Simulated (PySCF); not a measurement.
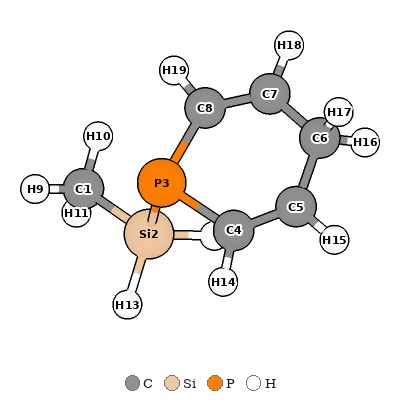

The molecule: C₆H₁₁PSi, SMILES C[SiH2]P1C=CCC=C1.

Kohn-Sham orbital energies near the frontier, PBE0/def2-SVPD with PySCF 2.14.0, at a PBE0-D3(BJ)/def2-SVP geometry (no frequency check), isolated molecule; empty levels in grey, levels within 0.03 eV side by side.

Where do the frontier orbitals lie?

Answer. HOMO at −5.89 eV, LUMO at −0.58 eV, 5.32 eV apart.

How does −ε(HOMO) compare with the ΔSCF vertical ionisation energy at this level?

Answer. −ε(HOMO) is 5.89 eV, the ΔSCF value 7.55 eV; the orbital energy is 1.66 eV too shallow.

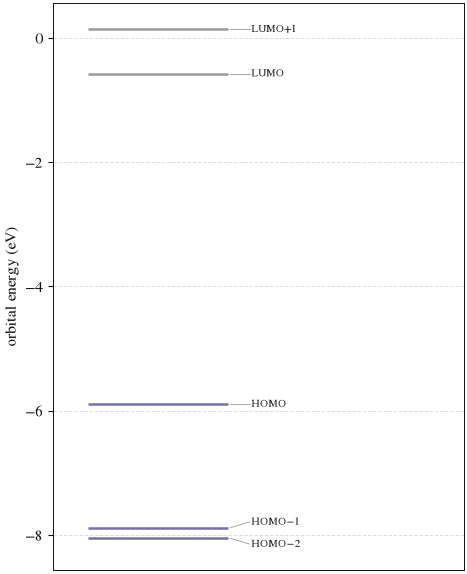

Note: one conformer of a flexible molecule; empty levels above zero depend strongly on the basis.
